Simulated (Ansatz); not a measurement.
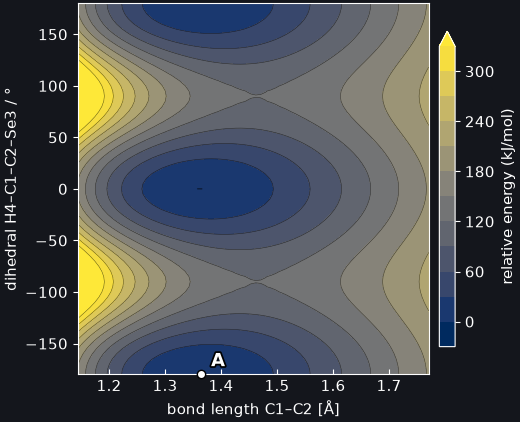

C₂H₃Se, SMILES C=C[Se], spin multiplicity 2. The first coordinate is: bond length C1–C2; the second: dihedral H4–C1–C2–Se3. Nothing is relaxed (all other coordinates rigid). The grid has 15 × 15 points; 120 points were computed and 105 follow by symmetry. Points are written as (first, second). Energies are in kJ/mol, from the relaxed molecule at the same level. In part of the range the unrestricted reference is strongly spin-contaminated. Theory: Ansatz, UHF/def2-SVP.

In the figure: filled contours, one colour for all values above the top of the scale, the point A. Between grid points the surface is interpolated.

Question: Find the lowest pass out of the well at A.

Answer: The easiest path leads from the well at (1.368 Å, −180°) to a well of about the same depth at about (1.36 Å, 0°). Its highest point lies about 120 kJ/mol above the bottom of the first well on the interpolated surface, at about (1.46 Å, 90°). The start is the relaxed structure and all else is held, so a fully relaxed path at this level can only be lower.

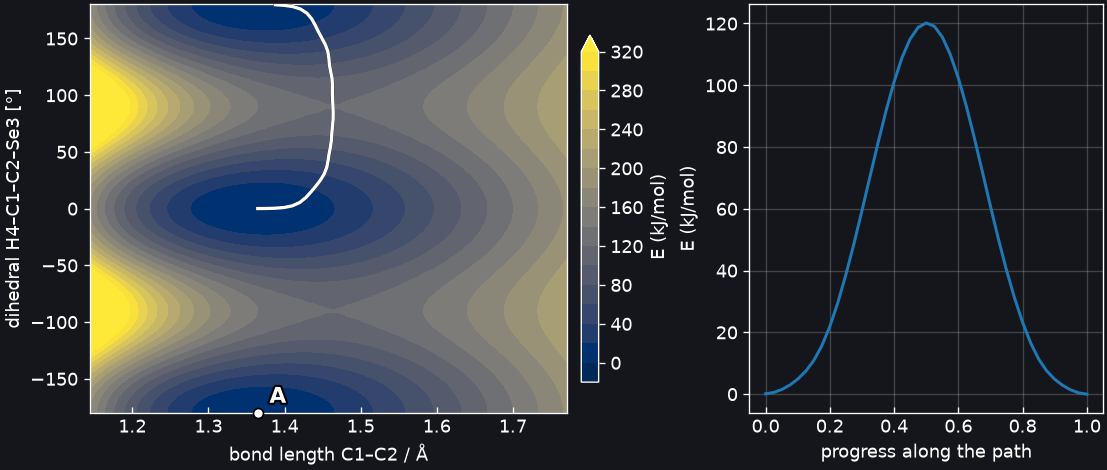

In the figure: filled contours, a line along the lowest path, one colour for all values above the top of the scale, the energy along the path at the right. Between grid points the surface is interpolated.
